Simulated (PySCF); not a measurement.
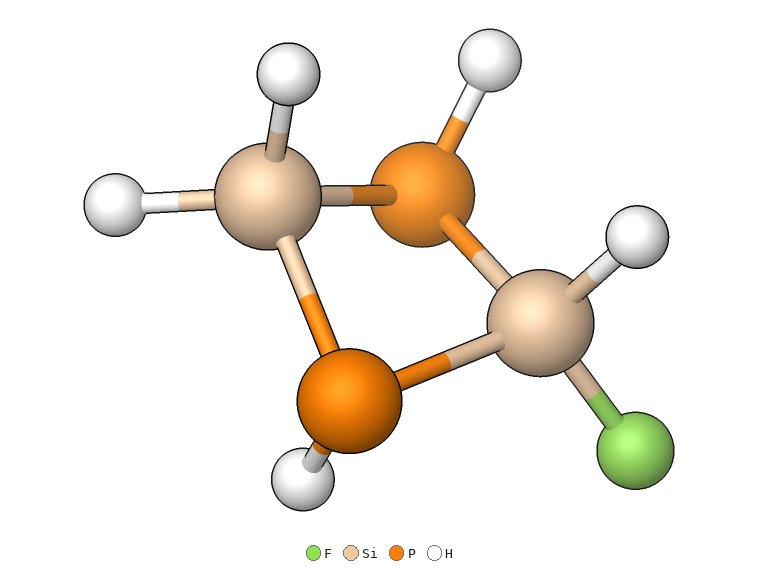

(Drawn from a calculation with PySCF.)

The picture shows a molecular structure as a ball-and-stick model. Every bond is drawn as one stick, whatever its order.

**Give the formula.**

FH5P2Si2, 10 atoms: 1 fluorine, 5 hydrogen, 2 phosphorus and 2 silicon.

**Give the symmetry (Schoenflies symbol).**

C1.

**Does it have rings?**

Independent rings (smallest set): 1 of 4 members.
